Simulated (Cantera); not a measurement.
A closed system holds: 1 mol Si, 1.2 mol HF, 7.7 mol N2, equilibrated at 10.0 mbar.

Equilibrium computed with Cantera from the NASA thermochemical tables; the gas is ideal and each condensed phase is pure. Candidate condensed phases: Si, Si3N4; 37 gas species. N2 is the only nitrogen source here; it is nearly inert below about 1500 K, so the nitride shown seldom forms there in practice. The tables' values for SiF3, SiF2 are old estimates; treat these amounts as uncertain. The numbers say what is thermodynamically allowed, not how fast it happens.

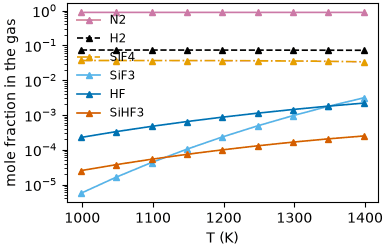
Figure: Equilibrium gas composition (values under 1e-9 drawn at 1e-9)

**Question.** Read off the mole fractions at 1298 K.

**Answer.** N2 about 0.89, H2 about 0.073, SiF4 about 0.036, HF about 0.0014, SiF3 about 0.00096, SiHF3 about 0.00017.
